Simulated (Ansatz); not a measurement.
The compound is K₃TaH₆ (space group Fm-3m, No. 225), taken as the end point of a relaxation with Ansatz, DFT PBE, scalar-relativistic, plane waves, PAW; the starting structure was generated, so it need not be a known form of this composition.

```
CELL_PARAMETERS angstrom
8.86812 0.00000 0.00000
0.00000 8.86812 0.00000
0.00000 0.00000 8.86812
ATOMIC_POSITIONS crystal
K 0.25000 0.25000 0.75000
K 0.25000 0.75000 0.75000
K 0.50000 0.00000 0.00000
Ta 0.00000 0.00000 0.00000
H 0.21427 0.00000 0.00000
H 0.50000 0.00000 0.71427
H 0.78573 0.00000 0.00000
H 0.50000 0.71427 0.00000
H 0.50000 0.28573 0.00000
H 0.00000 0.00000 0.78573
K 0.25000 0.75000 0.25000
K 0.25000 0.25000 0.25000
K 0.50000 0.50000 0.50000
Ta 0.00000 0.50000 0.50000
H 0.21427 0.50000 0.50000
H 0.50000 0.50000 0.21427
H 0.78573 0.50000 0.50000
H 0.50000 0.21427 0.50000
H 0.50000 0.78573 0.50000
H 0.00000 0.50000 0.28573
K 0.75000 0.25000 0.25000
K 0.75000 0.75000 0.25000
K 0.00000 0.00000 0.50000
Ta 0.50000 0.00000 0.50000
H 0.71427 0.00000 0.50000
H 0.00000 0.00000 0.21427
H 0.28573 0.00000 0.50000
H 0.00000 0.71427 0.50000
H 0.00000 0.28573 0.50000
H 0.50000 0.00000 0.28573
K 0.75000 0.75000 0.75000
K 0.75000 0.25000 0.75000
K 0.00000 0.50000 0.00000
Ta 0.50000 0.50000 0.00000
H 0.71427 0.50000 0.00000
H 0.00000 0.50000 0.71427
H 0.28573 0.50000 0.00000
H 0.00000 0.21427 0.00000
H 0.00000 0.78573 0.00000
H 0.50000 0.50000 0.78573
```

Describe how the polyhedra about Ta are linked (bonds: H–Ta below 2.1 Å).

Ta: TaH6 octahedron. The octahedra are isolated from each other. Their corner atoms also have K as close neighbours (those links are not drawn).

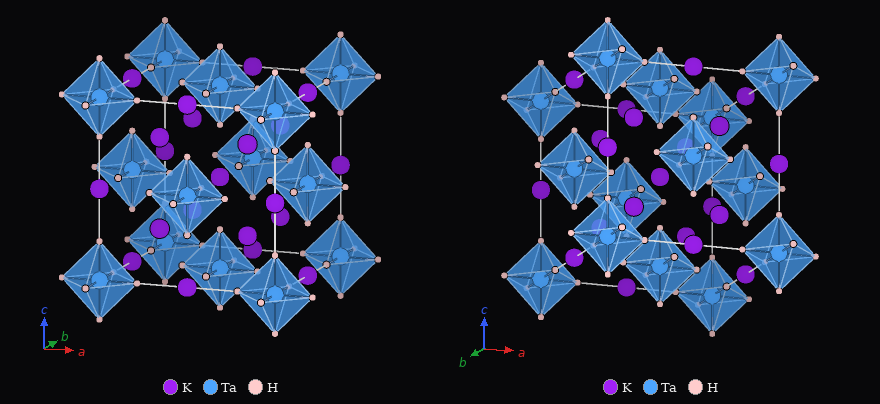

Polyhedra are drawn about Ta (bonds: H–Ta below 2.1 Å); other atoms are plain spheres. Two views of the same piece.
